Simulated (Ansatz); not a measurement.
| atom | x (Å) | y (Å) | z (Å) |
| --- | --- | --- | --- |
| C | -1.5478 | 0.2170 | -1.2222 |
| S | 0.2003 | 0.2328 | -0.6813 |
| Zn | 1.2089 | -0.1451 | -2.5790 |
| H | -1.8480 | -0.7554 | -1.6376 |
| H | -2.1575 | 0.4039 | -0.3271 |
| H | -1.7671 | 1.0102 | -1.9511 |
| H | 1.9353 | -0.4109 | -3.9100 |

Geometry: PBE0-D3(BJ)/def2-SVP.

Theory: isolated molecule in a Gaussian basis; Kohn-Sham density functional theory, functional PBE0 (Ansatz 0.2.0).

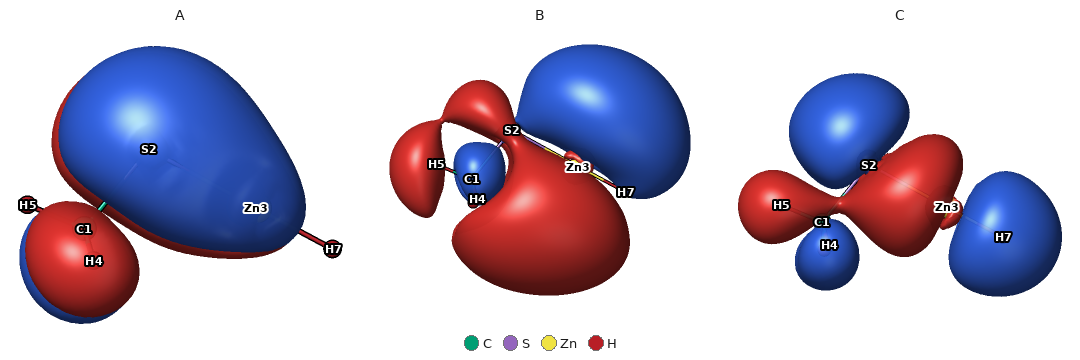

CH₄SZn. Three frontier orbitals at ±0.04 Å⁻³ᐟ² (red and blue are the two phases), in no order.

Order the three orbitals by energy and name them.

Answer. C is the HOMO−1 (−7.71 eV). It lies mainly on S2 (about 60 %), Zn3 (about 15 %), H7 (about 15 %) and C1 (about 5 %). A is the HOMO (−6.69 eV). Its weight (Hirshfeld) is mainly on S2 (about 80 %), Zn3 (about 10 %) and C1 (about 5 %); largely a lone pair of S2. B is the LUMO (−0.98 eV). It lies mainly on Zn3 (about 65 %), S2 (about 10 %) and C1 (about 10 %).

What is the HOMO–LUMO gap?

Answer. 5.71 eV between the orbital energies.
